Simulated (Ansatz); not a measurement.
# GeH5CBr3N2 (CH(NH2)2GeBr3): the dielectric response by several routes

Wanted: ε∞ of GeH5CBr3N2 (CH(NH2)2GeBr3) from perturbation theory and the RPA step of G0W0, with cost.

Program: Ansatz 0.2.0. Level of theory: linear response on PBE, plane waves, PAW. Results are calculated unless marked as measured.

The structure was built from a prototype and need not be the compound's stable phase.

## Step 1: Starting point

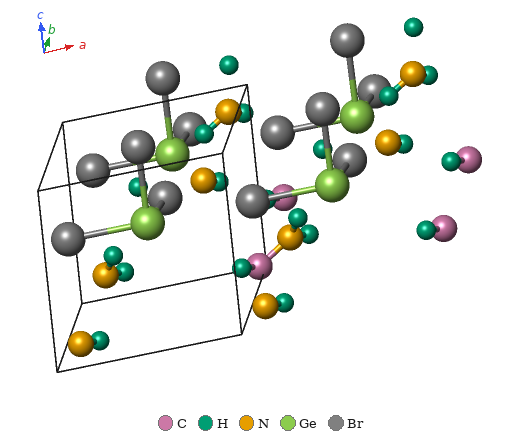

The cell as given, slightly off an axis (carbon pink, hydrogen teal, nitrogen orange, germanium green, bromine grey). 2×2×1 cells are drawn. Bonds to atoms that aren't drawn are left out.

Structure file:

```cif
data_structure
_symmetry_space_group_name_H-M 'P 1'
_symmetry_Int_Tables_number 1
_cell_length_a 5.9627
_cell_length_b 5.8624
_cell_length_c 5.9609
_cell_angle_alpha 89.143
_cell_angle_beta 80.452
_cell_angle_gamma 91.030
_cell_volume 205.41
loop_
_atom_site_label
_atom_site_type_symbol
_atom_site_fract_x
_atom_site_fract_y
_atom_site_fract_z
_atom_site_occupancy
C1 C 0.97221 0.93423 0.02809 1
H2 H 0.90698 0.76752 0.09493 1
N3 N 0.87990 0.02628 0.86447 1
N4 N 0.13718 0.02853 0.11723 1
H5 H 0.75382 0.94162 0.80126 1
H6 H 0.20288 0.94599 0.24273 1
H7 H 0.93445 0.17976 0.78768 1
H8 H 0.21238 0.18241 0.06134 1
Ge9 Ge 0.47435 0.52799 0.52458 1
Br10 Br 0.46893 0.51083 0.95140 1
Br11 Br 0.50796 0.96193 0.49137 1
Br12 Br 0.04784 0.50817 0.53197 1
```

The structure was relaxed with PBE-D3(BJ). The runs that relaxed it are not among those shown. The default PAW set here is soft_2. Its files were made with PBE.

## Step 2: Response to a homogeneous field

ε∞ sets how strongly the crystal screens. Perturbation theory gives it with local fields and without a sum over empty bands.

This step: dielectric response by perturbation theory, PBE, plane waves, PAW.

input.yaml reads:

```yaml
crystal:
  lattice:
    - [5.9417565989, -0.0551884511, 0.4964359377]
    - [-0.0551884511, 5.8619710545, 0.0465831515]
    - [0.4964359377, 0.0465831515, 5.9399761237]
  atoms:
    - { symbol: C, position: [-0.0277864689, 0.9342290028, 0.028094965] }
    - { symbol: H, position: [-0.0930231544, 0.7675167529, 0.094931968] }
    - { symbol: "N", position: [0.8799000862, 0.0262781902, 0.8644693122] }
    - { symbol: "N", position: [0.1371778016, 0.0285304112, 0.1172269404] }
    - { symbol: H, position: [0.7538193666, 0.9416171918, -0.1987364375] }
    - { symbol: H, position: [0.202875516, 0.9459863878, 0.2427322448] }
    - { symbol: H, position: [0.9344465668, 0.1797635521, 0.7876829357] }
    - { symbol: H, position: [0.2123803387, 0.1824108012, 1.061338748] }
    - { symbol: Ge, position: [0.4743475668, 0.527988309, 0.5245814029] }
    - { symbol: Br, position: [0.4689318564, 0.5108296657, -0.048604875] }
    - { symbol: Br, position: [0.5079560114, -0.0380692697, 0.4913735585] }
    - { symbol: Br, position: [0.0478425875, 0.5081694063, 0.5319723493] }
kpoints:
  mp_grid: { grid: [4, 4, 4] }
hamiltonian:
  xc: pbe
scf:
  occupations: { method: fixed }
dielectric: {}
```

On the command line:

```console
$ ansatz run input.yaml --threads 3 --pin off --max-ram 92160MiB --backend cuda --events-out ev --progress --plain --runs-dir out --devices 1 --max-vram 13GiB  # rebuilt from the run's record
```

Numbers of over 12 decimals in the logs are rounded to 6 here.

The log of the run:

```text
GPUs: using 1 of 1 available (devices: 1).
Engine: ansatz 0.2.0, x86_64-unknown-linux-gnu
Pseudopotentials: kind: paw
Pseudopotential: C, paw, valence charge 4, recommended cutoff 420 eV (normal), C.paw.azcp
Pseudopotential: H, paw, valence charge 1, recommended cutoff 420 eV (normal), H.paw.azcp
Pseudopotential: N, paw, valence charge 5, recommended cutoff 420 eV (normal), N.paw.azcp
Pseudopotential: Ge, paw, valence charge 14, recommended cutoff 420 eV (normal), Ge.paw.azcp
Pseudopotential: Br, paw, valence charge 7, recommended cutoff 420 eV (normal), Br.paw.azcp
Functional definition: PBE
  parameter kappa = 0.804
  parameter beta = 0.066725
  exchange = pbe_x(kappa = kappa, mu = beta*pi^2/3)
  correlation = pbe_c(beta = beta)
device memory: the entry about to start is reckoned to put 2.6 GiB on a device that reports 56.5 GiB free (of which the cap on the GPU budget leaves the run 13.0 GiB)
GPU FFT provider: cuFFT
GPU libraries: cuBLAS 13.8.2, cuFFT 12.4.0, cuSOLVER 12.3.4
Crystal: 12 atoms, lattice volume = 205.414 Å³
Basis set: ecut = 420 eV, 3999 PW (Γ), exchange–correlation on 80×80×80 points (8 copies of the dense FFT grid, shifted against one another)
Bands: 39, of which v1, the nominal top of the filled ones, is band 27 counted from 1 (26 counted from 0)
Symmetry: 1 space group operations
k-points: 36 of 64 (time reversal used)
Non-local potential: C, projectors of the file, l = 0: 2, l = 1: 2, l = 2: 1
Non-local potential: H, projectors of the file, l = 0: 2, l = 1: 1
Non-local potential: N, projectors of the file, l = 0: 2, l = 1: 2, l = 2: 1
Non-local potential: Ge, projectors of the file, l = 0: 2, l = 1: 2, l = 2: 3, l = 3: 1
Non-local potential: Br, projectors of the file, l = 0: 2, l = 1: 2, l = 2: 2
PAW form: soft (Blöchl's): semilocal exchange-correlation on the pseudo side does not see the compensation charge
PAW one-centre angular grid: C, 110 points (default); XC on 64 Gauss nodes
PAW one-centre angular grid: H, 110 points (default); XC on 64 Gauss nodes
PAW one-centre angular grid: N, 110 points (default); XC on 64 Gauss nodes
PAW one-centre angular grid: Ge, 590 points (default); XC on 64 Gauss nodes
PAW one-centre angular grid: Br, 110 points (default); XC on 64 Gauss nodes
Initial density: superposition of atomic densities (neutral atoms: chi_scale 0, normalization atom), corrected by the library's trained network
Initial wavefunctions: pseudopotential atomic-orbital guess
GPU buffer pool allocated for 64000 grid points (all kernels)
GPU transforms: local potential and band sums: pruned to the plane-wave sphere, on 40×40×40
Functional: x = pbe(κ = 0.804, μ = 0.219515), c = pbe(β = 0.066725)
SCF iter   1: F=—  HF=-13747.900815 eV  |F-HF|=—  |Δ(HF+E_count)|=         —  Δρ=3.15e-3  dr2=3.21e-2  ethr=1.77e-3  ⟨swp⟩=5.1  Hψ=5310  notcnv=0  defer=355
preconditioner: auto → Resta (q_TF=auto, 2.184 Å⁻¹)  ε∞=2.8  [insulator: Δε(μ)=2.172 eV  Ē_g=12.562 eV  n_scr=32 (ndim 8)  ℏωp=16.8 eV  f_vac=0.082  ε∞_Penn≈2.8]
SCF iter   2: F=—  HF=-13747.892900 eV  |F-HF|=—  |Δ(HF+E_count)|=   7.91e-3  Δρ=1.43e-3  dr2=7.28e-3  ethr=5.94e-5  ⟨swp⟩=2.0  Hψ=2266  notcnv=0  defer=360
SCF iter   3: F=—  HF=-13747.890664 eV  |F-HF|=—  |Δ(HF+E_count)|=   2.24e-3  Δρ=4.38e-4  dr2=8.14e-4  ethr=1.35e-5  ⟨swp⟩=2.0  Hψ=1830  notcnv=0  defer=360
SCF iter   4: F=—  HF=-13747.890556 eV  |F-HF|=—  |Δ(HF+E_count)|=   1.08e-4  Δρ=2.37e-4  dr2=1.10e-4  ethr=1.51e-6  ⟨swp⟩=2.0  Hψ=1992  notcnv=0  defer=360
SCF iter   5: F=—  HF=-13747.890618 eV  |F-HF|=—  |Δ(HF+E_count)|=   6.21e-5  Δρ=8.39e-5  dr2=1.59e-5  ethr=2.04e-7  ⟨swp⟩=2.0  Hψ=1755  notcnv=0  defer=324
SCF iter   6: F=—  HF=-13747.890626 eV  |F-HF|=—  |Δ(HF+E_count)|=   7.60e-6  Δρ=1.55e-5  dr2=5.85e-7  ethr=2.95e-8  ⟨swp⟩=2.0  Hψ=1837  notcnv=0  defer=281
SCF iter   7: F=—  HF=-13747.890489 eV  |F-HF|=—  |Δ(HF+E_count)|=   1.37e-4  Δρ=4.82e-6  dr2=5.72e-8  ethr=1.08e-9  ⟨swp⟩=2.8  Hψ=2121  notcnv=0  defer=257
SCF iter   8: F=—  HF=-13747.890489 eV  |F-HF|=—  |Δ(HF+E_count)|=   7.85e-8  Δρ=4.08e-6  dr2=3.45e-8  ethr=1.06e-10  ⟨swp⟩=2.0  Hψ=2119  notcnv=0  defer=257
SCF iter   9: F=—  HF=-13747.890489 eV  |F-HF|=—  |Δ(HF+E_count)|=   6.15e-9  Δρ=8.18e-7  dr2=1.58e-9  ethr=6.39e-11  ⟨swp⟩=2.0  Hψ=2001  notcnv=0  defer=257
SCF iter  10: F=—  HF=-13747.890489 eV  |F-HF|=—  |Δ(HF+E_count)|=   1.02e-9  Δρ=4.14e-7  dr2=3.63e-10  ethr=2.93e-12  ⟨swp⟩=2.0  Hψ=2119  notcnv=0  defer=257
SCF iter  11: F=-13747.890489 eV  HF=-13747.890489 eV  |F-HF|=2.00e-11  |Δ(HF+E_count)|=  2.00e-11  Δρ=1.26e-7  dr2=3.59e-11  ethr=1.00e-12  ⟨swp⟩=12.6  Hψ=6935  notcnv=0
SCF 1 converged in 11 iterations: F = -13747.890489 eV  dr2 = 3.59e-11
  greatest PAW one-centre occupation: 0.998 electrons in one spin orbital (limit 2), on the Ge atom at site 8 (counted from 0), in its partial waves of l = 2
the response reads at least the filled bands of the reference SCF and the lowest empty band at each k-point, and that SCF's band table does not vouch for those bands. The notice of the band table in this run's record says why
device memory: the entry about to start is reckoned to put 0.1 GiB (of the 0.2 GiB reckoned in all, the device holds 0.1 GiB already) on a device that reports 59.8 GiB free (of which the cap on the GPU budget leaves the run 12.9 GiB)
device memory: the entry about to start is reckoned to put 2.0 GiB (of the 2.2 GiB reckoned in all, the device holds 0.1 GiB already) on a device that reports 59.7 GiB free (of which the cap on the GPU budget leaves the run 12.9 GiB)
DFPT response loops at Γ: preconditioner auto → Resta (q_TF=auto, 2.184 Å⁻¹)  ε∞=5.3 (no band partly filled); β = 1.00, the filter's whole step (`scf.mixing.beta` (0.50) is not read by the response loops at its default; to damp them type it under 1.00, their step now; it binds the ground state too); Broyden in place of MSR1
── the response to a field inside a basis, on 8×8×8 k-points: an SCF that follows is theirs, and a resumed run solves both again ──
device memory: the entry about to start is reckoned to put 1.3 GiB on a device that reports 68.6 GiB free (of which the cap on the GPU budget leaves the run 12.9 GiB)
GPU FFT provider: cuFFT
GPU libraries: cuBLAS 13.8.2, cuFFT 12.4.0, cuSOLVER 12.3.4
Bands: 28, of which v1, the nominal top of the filled ones, is band 27 counted from 1 (26 counted from 0)
k-points: 256 of 512 (time reversal used)
Initial density: handed on by an earlier stage of this run
Initial wavefunctions: pseudopotential atomic-orbital guess (no wavefunctions were taken with the density)
GPU buffer pool allocated for 64000 grid points (all kernels)
GPU transforms: band sums: pruned to the plane-wave sphere, on 40×40×40
Eigensolver: Dense (256 Hₖ)
SCF iter   1: F=—  HF=-13747.847684 eV  |F-HF|=—  |Δ(HF+E_count)|=         —  Δρ=3.10e-4  dr2=7.35e-5  ethr=1.00e-1
preconditioner: auto → Resta (q_TF=auto, 2.184 Å⁻¹)  ε∞=4.4  [insulator: Δε(μ)=2.342 eV  Ē_g=8.940 eV  n_scr=32 (ndim 8)  ℏωp=16.4 eV  f_vac=0.077  ε∞_Penn≈4.4]
SCF iter   2: F=—  HF=-13747.847733 eV  |F-HF|=—  |Δ(HF+E_count)|=   4.89e-5  Δρ=1.65e-4  dr2=2.04e-5  ethr=1.36e-7
SCF iter   3: F=—  HF=-13747.847756 eV  |F-HF|=—  |Δ(HF+E_count)|=   2.30e-5  Δρ=1.94e-5  dr2=6.81e-7  ethr=3.79e-8
SCF iter   4: F=—  HF=-13747.847756 eV  |F-HF|=—  |Δ(HF+E_count)|=   1.84e-7  Δρ=7.07e-6  dr2=1.18e-7  ethr=1.26e-9
SCF iter   5: F=-13747.847756 eV  HF=-13747.847756 eV  |F-HF|=1.82e-8  |Δ(HF+E_count)|=   4.68e-8  Δρ=2.49e-6  dr2=1.57e-8  ethr=2.18e-10
SCF 1 converged in 5 iterations: F = -13747.847756 eV  dr2 = 1.57e-8
device memory: the entry about to start is reckoned to put 0.1 GiB (of the 1.1 GiB reckoned in all, the device holds 1.0 GiB already) on a device that reports 46.6 GiB free (of which the cap on the GPU budget leaves the run 12.2 GiB)
device memory: the entry about to start is reckoned to put 8.0 GiB on a device that reports 47.6 GiB free (of which the cap on the GPU budget leaves the run 12.7 GiB)
DFPT response loops at Γ: preconditioner auto → Resta (q_TF=auto, 2.184 Å⁻¹)  ε∞=5.1 (no band partly filled); β = 1.00, the filter's whole step (`scf.mixing.beta` (0.50) is not read by the response loops at its default; to damp them type it under 1.00, their step now; it binds the ground state too); Broyden in place of MSR1
SCF converged after 11 iterations
Free energy (F): -13747.890489 eV
Harris-Foulkes:  -13747.890489 eV  (|F-HF|=2.00e-11)
Internal energy: -13747.890489 eV  (E = F + TS)
E sigma→0 (E₀):  -13747.890489 eV
Fermi energy:    1.999549 eV
--- Per-component energies (eV) ---
  E_band       = -451.188752
  E_kinetic    = 930.743553
  E_local      = -4883.707806  (includes V_loc(G=0)·N_el)
  E_nonlocal   = 752.337925
  E_hartree    = 1887.885238
  E_xc         = -1077.498510
  E_vxc        = -638.712089  (∫ρ·V_xc dr)
  E_paw        = -9112.669424  (= ΣΔE_a)
  E_vpaw       = -387.614986  (= ΣTr[D̂ρ^β])
  E_aug_tail   = -0.005910  (compensation charges beyond the density's cutoff)
  E_ewald      = -2244.975553
  E_smearing   = -0.000000  (= −TS)
  E_closure    = -0.000000  (closes the sum)
  Σ components = -13747.890489   (vs F -13747.890489, Δ=0.00e0)
--- Band table (eV; the first three rows and the last of 36) ---
  k-point 0: bands = [... 23 lower, 0.3067, 0.4477, 0.4646, 0.9032, 5.3439, 6.3253, 7.0125, 7.3151, ... 8 higher]
  k-point 1: bands = [... 23 lower, 0.2917, 0.3844, 0.5092, 0.8997, 5.3703, 5.8899, 6.7403, 7.1145, ... 8 higher]
  k-point 2: bands = [... 23 lower, 0.3279, 0.4060, 0.5520, 0.9430, 4.7759, 5.3871, 6.9992, 7.0970, ... 8 higher]
  k-point 35: bands = [... 23 lower, 0.6636, 0.7777, 0.7803, 1.9995, 4.1551, 4.2610, 4.4170, 5.3613, ... 8 higher]
--- Dielectric response (ions clamped): 3 representative field directions + reference, inside a basis on a mesh of 512 k-points (Σ response iterations 21) ---
  ε∞ (high-frequency dielectric tensor):
        3.823963     0.158169     0.356179
        0.158169     3.972325    -0.156313
        0.356179    -0.156313     3.831591
  Born effective charges Z* (e; rows j = field, columns β = displacement):
    site 0:
         1.47535    0.02501    1.00922
         0.02739    0.24762   -0.00739
         1.00802   -0.00997    1.43747
    site 1:
         0.23466   -0.02940    0.00765
        -0.01444    0.09165    0.01356
         0.00736    0.02797    0.23422
    site 2:
        -1.04681    0.32565   -0.64146
        -0.04601   -0.64282    0.08627
        -0.48101    0.50840   -1.31382
    site 3:
        -1.33103   -0.52099   -0.47729
        -0.09327   -0.64549    0.03645
        -0.64387   -0.32928   -1.02958
    site 4:
         0.73910    0.10280    0.25994
         0.11324    0.32299    0.14875
         0.31182    0.16874    0.49112
    site 5:
         0.50163   -0.17290    0.32439
        -0.15592    0.31434   -0.10690
         0.27663   -0.09376    0.74579
    site 6:
         0.31186    0.09275   -0.22574
         0.05892    0.79240   -0.31660
        -0.18248   -0.38283    0.41628
    site 7:
         0.41503    0.38649   -0.18553
         0.31714    0.79502   -0.05890
        -0.22408   -0.09121    0.31050
    site 8:
         2.60709    0.26070    0.52466
         0.26944    2.79250   -0.26110
         0.52406   -0.25577    2.62029
    site 9:
        -0.65060   -0.16019   -0.28172
        -0.16986   -0.61925    0.23749
        -0.13629    0.07604   -2.62667
    site 10:
        -0.64139   -0.22225   -0.18684
        -0.05920   -2.83487    0.06297
        -0.18705    0.22756   -0.64568
    site 11:
        -2.61489   -0.08766   -0.12727
        -0.24742   -0.61408    0.16542
        -0.27310    0.15411   -0.63993
  Z* charge neutrality: 1.233e-2 e pre-enforcement
  solved inside a basis spanned on kpoints, on 8×8×8 k-points, its susceptibility summed on 10×10×10: ε∞ is read to err by 2.0e-2, Z* by 2.8e-2 e (field_mesh: kpoints solves on kpoints); Z* is corrected for what the basis lacks
```

The job ended after 79 s (1 × NVIDIA H100 80GB HBM3 (shared by 6 runs) with 3 threads of AMD EPYC 7R13 (Zen 3), shared host; peak memory 7.6 GiB).

Numbers from this step:

* stated error of ε∞: 0.02

One over ε∞ averages 0.26, near the quarter of exact exchange in PBE0.

High-frequency dielectric tensor:

```
 3.82  0.16  0.36
 0.16  3.97 -0.16
 0.36 -0.16  3.83
```

Born effective charge (e), principal values of the symmetric part by kind of site:

```csv
atom,atoms with these values,low,middle,high,mean
C1,1,0.24,0.45,2.47,1.05
H2,1,0.09,0.23,0.24,0.19
N3,2,-1.84,-0.66,-0.50,-1.00
H5,1,0.22,0.36,0.98,0.52
H6,1,0.20,0.36,0.99,0.52
H7,2,0.10,0.38,1.04,0.51
Ge9,1,1.93,2.95,3.14,2.67
Br10,2,-2.66,-0.80,-0.44,-1.30
Br11,1,-2.85,-0.83,-0.44,-1.37
```

In full for Ge9:

```
 2.61  0.26  0.52
 0.27  2.79 -0.26
 0.52 -0.26  2.62
```

## Step 3: RPA screening from the G0W0 run

G0W0 replaces the xc potential by the self-energy, built once from these orbitals. Only a window of levels is corrected, while the sums run over the empty bands that the input names.

This step: G0W0 on PBE, plane waves, PAW.

input.yaml, as its differences from that of step 2:

```diff
@@ -24,2 +24,7 @@
   occupations: { method: fixed }
-dielectric: {}
+gw:
+  n_empty_bands: 856
+  ecut_chi: 150.0
+  qp_bands: [v4, c4]
+  qp_kpoints: band_edges
+  screening: { model: contour_deformation }
```

The log of the run:

```text
GPUs: using 1 of 1 available (devices: 1).
[...]
GPU FFT provider: cuFFT
GPU libraries: cuBLAS 13.8.2, cuFFT 12.4.0, cuSOLVER 12.3.4
Crystal: 12 atoms, lattice volume = 205.414 Å³
Basis set: ecut = 420 eV, 3999 PW (Γ)
Bands: 39, of which v1, the nominal top of the filled ones, is band 27 counted from 1 (26 counted from 0)
[... 1 set-up line as in the run before ...]
[...]
k-points: 36 of 64 (time reversal used)
[...]
0    31      7.3151    -9.2647    -4.6022   -14.4279  0.7223     7.8923     7.8760  root
[...]
35    28      4.1552    -8.1767    -3.3926   -11.9929  0.7913     4.5816     4.5788  root
    35    29      4.2611    -7.8160    -3.4065   -11.6331  0.7880     4.6744     4.6718  root
    35    30      4.4171    -8.2219    -3.4090   -12.0466  0.7867     4.8356     4.8329  root
    35    31      5.3613    -8.9701    -4.1705   -14.5850  0.7788     6.8503     6.8057  root
[key lines of the parts left out:]
SCF converged after 7 iterations
Free energy (F): -13747.890970 eV
Fermi energy:    1.999613 eV
```

Wall time 5.1 min (1 × NVIDIA H100 80GB HBM3 (shared by 6 runs) with 3 threads); peak memory 7.4 GiB; 9.6 min of CPU time.

This step gave:

```
bands summed                                 : 883
RPA ε∞ on this mesh (eigenvalues)            : 3.302, 4.046, 4.092
plane waves in the screening matrix          : 851
G0W0 gap on the mesh                         : 3.568 eV
k of the valence top                         : -0.5, -0.5, -0.5
k of the conduction bottom                   : -0.5, -0.5, -0.5
starting gap on the mesh                     : 2.156 eV
least direct G0W0 gap on the computed points : 3.568 eV
```

The gap on the mesh goes from 2.16 eV to 3.57 eV, a correction of +1.41 eV. Between the two edge states, bare exchange in place of the xc potential would open the gap by 5.62 eV, and correlation takes back 4.21 eV.

Mean over the mesh in bins of 0.25 1/Å. Static inverse dielectric function, diagonal against length of q+G:

```csv
length of q+G (Å⁻¹),"static inverse dielectric function, diagonal"
0.30,0.322
0.78,0.430
1.26,0.551
1.75,0.671
2.00,0.724
2.50,0.806
3.00,0.861
3.50,0.900
4.00,0.929
4.50,0.950
4.75,0.958
5.25,0.972
5.75,0.981
6.20,0.988
```

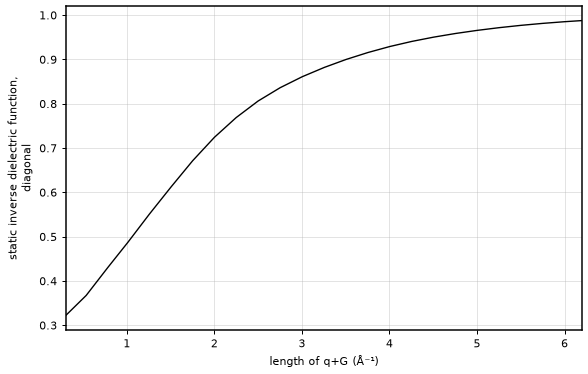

Static inverse dielectric function, diagonal against length of q+G.

## Step 4: The values together

Times are wall times on 1 × NVIDIA H100 80GB HBM3 (shared by 6 runs) with 3 threads of AMD EPYC 7R13 (Zen 3), shared host, good to a factor of about two.

```csv
method,mesh,"ε∞, low",middle,high,mean,time
perturbation theory (local fields and xc kernel),4×4×4 (response on 512 points),3.39,4.06,4.18,3.88,79 s
"RPA with local fields, on the GW mesh",4×4×4,3.30,4.05,4.09,3.81,5.1 min
```

## Step 5: What came out

```
perturbation theory (local fields and xc kernel) : 3.39, 4.06, 4.18
RPA with local fields, on the GW mesh            : 3.30, 4.05, 4.09
```

Mean Born effective charge: C1 1.05, H2 0.19, N3 -1.00, H5 0.52, H6 0.52, H7 0.51 e. The RPA values on the 4×4×4 mesh average 0.98 times those of perturbation theory (means 3.81 and 3.88, which can hide unlike anisotropies). Without the xc kernel RPA should lie a little lower, and the mean does, by little. PBE usually puts the gap too low, which tends to raise ε∞. Ions are clamped, so the lattice part of the static constant is not in these numbers.

[Paths, hosts, dates, memory and timing lines, banners, echoed tables and standing remarks are left out of the program output.]

[Logs are printed without paths, hosts, clocks, repeated set-up lines and the standing remarks that a program may print on its own settings, such as how far it seeks lower states.]

[Runs of the session that timed out or met a known fault of the program may be left out.]

[Cells called generated may have been cut or substituted from an entry of the Crystallography Open Database or the Materials Project.]

[Hosts, paths, dates, database ids (printed as entryN), source tags and the programs' standing remarks are cut or masked in the printed files.]
